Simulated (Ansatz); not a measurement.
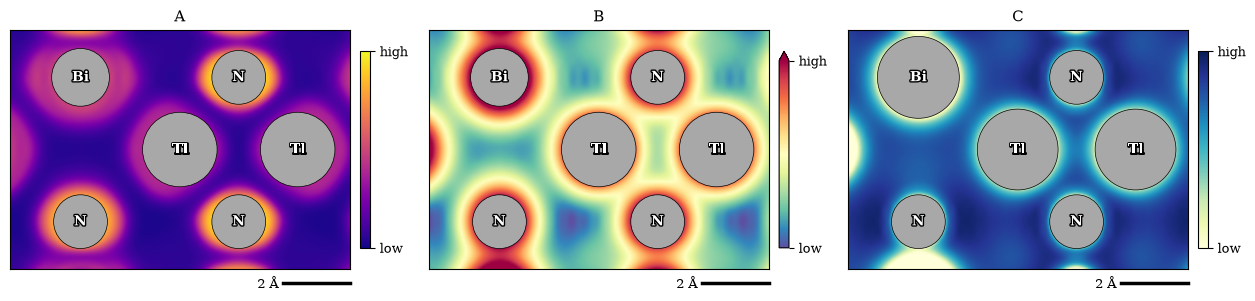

Tl2BiN3: 3 fields on the (110) plane of the conventional cell, with unlabelled colour scales. Grey discs cover the atomic cores.

Space group P-6m2; a structure from a database of computed crystals, not necessarily the ambient phase; started from the Ce2CuGe3-187 prototype, which need not be the ambient phase.

The calculation used DFT, PBEsol, plane waves, PAW (Ansatz).

Which field does each panel show? The fields are: electron localisation function, electrostatic potential energy of an electron and valence pseudo-density.

Panel A: electron localisation function. Panel B: valence pseudo-density. Panel C: electrostatic potential energy of an electron (low next to the atoms, rising into the space between them). From the grid: Tl–N (2.81 Å): ρ is about 0.18 e/Å³ halfway; the ELF is about 0.10 at the midpoint (no localised pair shows between them).
